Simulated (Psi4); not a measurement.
**BH3SO (SMILES OBS) at BP86/jun-cc-pVTZ (density fitting, sweep point 8)**

Aim: the vertical ionisation energy of BH3SO at BP86/jun-cc-pVTZ (density fitting, sweep point 8), from 2 runs. The job is set up through a Python script.

Program for the calculation: Psi4 1.11.

**1. The system as given**

BH3SO: 6 atoms, total charge 0, spin state singlet. As SMILES, `OBS`. Geometry: relaxed at PBE0-D4/def2-TZVP. This is one conformer, not always the lowest.

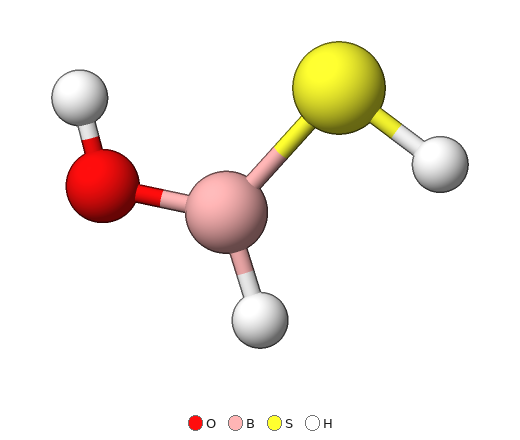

Viewed from a chosen angle; oxygen red, boron pink, sulfur yellow, hydrogen white.

**2. The energy at BP86/jun-cc-pVTZ (density fitting, sweep point 8)**

The input, calc.py:

```python
import psi4

psi4.set_memory(1600000000)
psi4.set_num_threads(1)
psi4.core.set_output_file('run.log', False)

m = psi4.geometry("""
0 1
O     -2.08701353    -0.17083124    -1.89312763
B      0.10317905     0.32068652    -0.67671093
S      0.63664873    -0.74171750     2.53620143
H     -3.31287887    -1.10945821    -0.93617032
H      1.68998207     1.48078939    -1.77993304
H      2.97008255     0.22034207     2.74974048
units au
symmetry c1
""")

psi4.set_options({
    'puream': True,
    'scf_type': 'df',
    'dft_radial_points': 99,
    'dft_spherical_points': 590,
})

result = psi4.energy("bp86/jun-cc-pVTZ")
print(f'bp86/jun-cc-pVTZ energy: {result:.10f} Eh')
for k, v in sorted(psi4.core.scalar_variables().items()):
    print(f'{k:45s} {v:18.10f}')
```

Launch:

```console
python calc.py
```

run.log:

```text
[...]
  Running in c1 symmetry.
[...]
  Nuclear repulsion =   88.768868558049263
[...]
  Multiplicity = 1
[...]
  Nalpha       = 16
  Nbeta        = 16
[...]
    Number of basis functions: 163
[...]
   @DF-RKS iter   1:  -499.90605080597510   -1.11933e-01   5.47082e-03 ADIIS/DIIS
[...]
   @DF-RKS iter   9:  -500.24211862723809   -6.41821e-07   6.39787e-07 DIIS
[...]
    Orbital Energies [Eh]
    ---------------------
    Doubly Occupied:
       1A    -88.141233     2A    -18.810069     3A     -7.695458
       4A     -6.561457     5A     -5.717654     6A     -5.713009
       7A     -5.710579     8A     -0.964657     9A     -0.685005
      10A     -0.533207    11A     -0.427009    12A     -0.381414
      13A     -0.345001    14A     -0.343726    15A     -0.281588
      16A     -0.250550
[...]
  @DF-RKS Final Energy:  -500.24211862723809
   => Energetics <=
    Nuclear Repulsion Energy =             88.7688685580492631
    One-Electron Energy =                -864.7726714938091845
    Two-Electron Energy =                 315.2602197784584632
    DFT Exchange-Correlation Energy =     -39.4985354699365985
    Empirical Dispersion Energy =           0.0000000000000000
    VV10 Nonlocal Energy =                  0.0000000000000000
    Total Energy =                       -500.2421186272380851
[...]
 Multipole Moments:
 ------------------------------------------------------------------------------------
     Multipole            Electronic (a.u.)      Nuclear  (a.u.)        Total (a.u.)
 ------------------------------------------------------------------------------------
 L = 1.  Multiply by 2.5417464519 to convert [e a0] to [Debye]
 Dipole X            :         -0.8634543            0.7897433           -0.0737110
 Dipole Y            :         -0.6097961            0.4809352           -0.1288610
 Dipole Z            :          0.5475045           -0.3111451            0.2363594
 Magnitude           :                                                    0.2791133
[...]
```

On the terminal:

```text
bp86/jun-cc-pVTZ energy: -500.2421186272 Eh
CURRENT ENERGY                                   -500.2421186272
CURRENT REFERENCE ENERGY                         -500.2421186272
DD SOLVATION ENERGY                                 0.0000000000
DFT FUNCTIONAL TOTAL ENERGY                      -500.2421186272
DFT TOTAL ENERGY                                 -500.2421186272
DFT VV10 ENERGY                                     0.0000000000
DFT XC ENERGY                                     -39.4985354699
GRID ELECTRONS ALPHA                               16.0000002345
GRID ELECTRONS BETA                                16.0000002345
GRID ELECTRONS TOTAL                               32.0000004690
NUCLEAR REPULSION ENERGY                           88.7688685580
ONE-ELECTRON ENERGY                              -864.7726714938
PCM POLARIZATION ENERGY                             0.0000000000
PE ENERGY                                           0.0000000000
SCF ITERATION ENERGY                             -500.2421186272
SCF ITERATIONS                                      9.0000000000
SCF TOTAL ENERGY                                 -500.2421186272
TWO-ELECTRON ENERGY                               315.2602197785
XC GRID RADIAL POINTS                              99.0000000000
XC GRID SPHERICAL POINTS                          590.0000000000
XC GRID TOTAL POINTS                           338940.0000000000
```

It took 43 s on 1 thread of AMD EPYC 7R43 (Zen 3), shared host; peak memory 1.1 GiB.

**3. The doublet cation, same level**

The input, calc.py:

```python
import psi4

psi4.set_memory(1600000000)
psi4.set_num_threads(1)
psi4.set_output_file('psi4.out', False)

mol = psi4.geometry("""
1 2
O     -2.08701353    -0.17083124    -1.89312763
B      0.10317905     0.32068652    -0.67671093
S      0.63664873    -0.74171750     2.53620143
H     -3.31287887    -1.10945821    -0.93617032
H      1.68998207     1.48078939    -1.77993304
H      2.97008255     0.22034207     2.74974048
units au
symmetry c1
""")

options = {'basis': 'jun-cc-pVTZ', 'reference': 'uks', 'puream': True, 'scf_type': 'df', 'dft_radial_points': 99, 'dft_spherical_points': 590, 'maxiter': 150}
psi4.set_options(options)

E = psi4.energy("bp86", molecule=mol)
print(f'total energy {E:.8f} hartree = {E * 27.211386:.5f} eV')
for k, v in sorted(psi4.core.scalar_variables().items()):
    print(f'{k:45s} {v:18.10f}')
```

Launch:

```console
python calc.py
```

psi4.out:

```text
[...]
  Running in c1 symmetry.
[...]
  Nuclear repulsion =   88.768868558049263
[...]
  Multiplicity = 2
[...]
  Nalpha       = 16
  Nbeta        = 15
[...]
    Number of basis functions: 163
[...]
   @DF-UKS iter   1:  -499.57727694838354    2.16841e-01   5.02627e-03 ADIIS/DIIS
[...]
   @DF-UKS iter  10:  -499.86145806197248   -3.78399e-07   6.00109e-07 DIIS
[...]
   @S^2 Observed:                7.550018652E-01
[...]
    Orbital Energies [Eh]
    ---------------------
    Alpha Occupied:
       1A    -88.476920     2A    -19.067194     3A     -8.027227
       4A     -6.808613     5A     -6.053869     6A     -6.045387
       7A     -6.040661     8A     -1.212279     9A     -0.996493
      10A     -0.769968    11A     -0.702404    12A     -0.639213
      13A     -0.605924    14A     -0.594610    15A     -0.563119
      16A     -0.530344
    Alpha Virtual:
      17A     -0.289889    18A     -0.274514    19A     -0.195567
      20A     -0.186305    21A     -0.155718    22A     -0.134340
      23A     -0.131268    24A     -0.116837    25A     -0.098166
[...]
  @DF-UKS Final Energy:  -499.86145806197248
   => Energetics <=
    Nuclear Repulsion Energy =             88.7688685580492631
    One-Electron Energy =                -855.7548155283625420
    Two-Electron Energy =                 306.3187882045955348
    DFT Exchange-Correlation Energy =     -39.1942992962547052
    Empirical Dispersion Energy =           0.0000000000000000
    VV10 Nonlocal Energy =                  0.0000000000000000
    Total Energy =                       -499.8614580619724848
[...]
 Multipole Moments:
 ------------------------------------------------------------------------------------
     Multipole            Electronic (a.u.)      Nuclear  (a.u.)        Total (a.u.)
 ------------------------------------------------------------------------------------
 L = 1.  Multiply by 2.5417464519 to convert [e a0] to [Debye]
 Dipole X            :         -0.4349511            0.7897433            0.3547922
 Dipole Y            :         -0.6428075            0.4809352           -0.1618723
 Dipole Z            :          1.1042976           -0.3111451            0.7931525
 Magnitude           :                                                    0.8838388
[...]
```

The script printed:

```text
total energy -499.86145806 hartree = -13601.92308 eV
CURRENT ENERGY                                   -499.8614580620
CURRENT REFERENCE ENERGY                         -499.8614580620
DD SOLVATION ENERGY                                 0.0000000000
DFT FUNCTIONAL TOTAL ENERGY                      -499.8614580620
DFT TOTAL ENERGY                                 -499.8614580620
DFT VV10 ENERGY                                     0.0000000000
DFT XC ENERGY                                     -39.1942992963
GRID ELECTRONS ALPHA                               16.0000002056
GRID ELECTRONS BETA                                15.0000001801
GRID ELECTRONS TOTAL                               31.0000003857
NUCLEAR REPULSION ENERGY                           88.7688685580
ONE-ELECTRON ENERGY                              -855.7548155284
PCM POLARIZATION ENERGY                             0.0000000000
PE ENERGY                                           0.0000000000
SCF ITERATION ENERGY                             -499.8614580620
SCF ITERATIONS                                     10.0000000000
SCF TOTAL ENERGY                                 -499.8614580620
TWO-ELECTRON ENERGY                               306.3187882046
XC GRID RADIAL POINTS                              99.0000000000
XC GRID SPHERICAL POINTS                          590.0000000000
XC GRID TOTAL POINTS                           338940.0000000000
```

Wall time 49 s (1 thread of AMD EPYC 7R43 (Zen 3), shared host); peak memory 1.1 GiB.

**4. Outcome**

At BP86/jun-cc-pVTZ (density fitting, sweep point 8):

| quantity | value |
| --- | --- |
| singlet BH3SO: total energy | -500.24212 Eh |
| singlet BH3SO: dipole moment | 0.71 D |
| singlet BH3SO: HOMO energy | -6.82 eV |
| singlet BH3SO: LUMO energy | -1.19 eV |
| singlet BH3SO: HOMO–LUMO gap | 5.63 eV |
| doublet cation: total energy | -499.86146 Eh |
| doublet cation: HOMO energy (highest over α and β) | -14.32 eV |
| doublet cation: LUMO energy (lowest over α and β) | -13.86 eV |
| doublet cation: ⟨S²⟩ | 0.755 |
| vertical ionisation energy (to the doublet cation) | 10.358 eV |

The vertical ionisation energy comes to 10.36 eV (239 kcal/mol). −ε(HOMO) before ionisation, 6.82 eV, is 3.54 eV below this ionisation energy.
